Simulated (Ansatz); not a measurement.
Base system: CuI in the zinc blende structure (space group F-43m, No. 216; a = 6.023 Å).

One thing is altered: a fraction x = 0.5 of the Cu sites is given to Ag, ordered in a cell of 4 atoms (starting symmetry P-4m2) and fully relaxed.

The values are results of Kohn–Sham DFT with the r2SCAN functional, run in Ansatz (a quantum-chemistry and plane-wave program) with PAW and 500 eV plane waves, no spin-orbit coupling, not measurements.

The zone is the changed cell's own and can be folded.

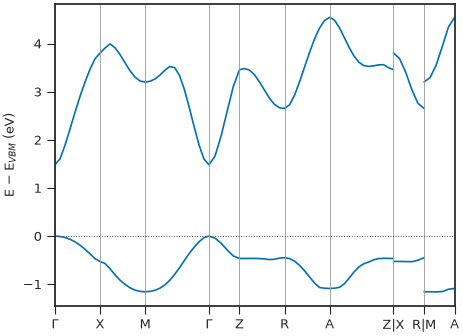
Figure. Highest valence and lowest conduction band along the path of the changed cell's own zone

**Question.** From the figure, how large is the changed gap, and is it direct?

**Answer.** About 1.5 eV, direct at Γ.

These are small ordered cells, not random alloys; other orderings at the same x differ. With I present, leaving out spin-orbit coupling can change the band edges. Stability against distortions was not tested. All final runs are without spin polarisation. k-point labels follow each cell's own Brillouin zone.
